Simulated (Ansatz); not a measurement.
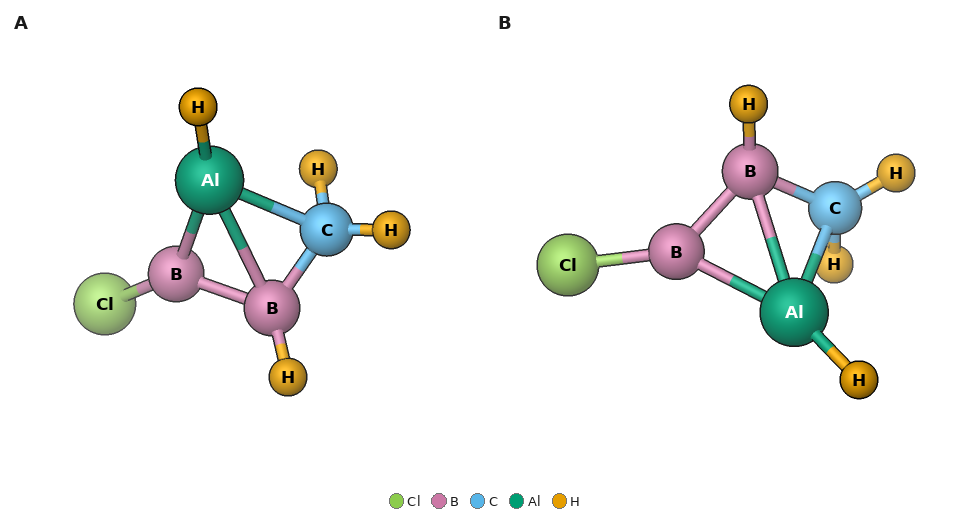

Depth is shown by fading: the farther an atom, the more it takes the colour of the background. The geometry was computed by an optimisation with PBE0-D4/def2-TZVP.

**Are A and B the same structure? If not, how do they differ?**

No. They are mirror images that no rotation superimposes: the geometry of CH4AlB2Cl is chiral (C1). Their energies are equal.
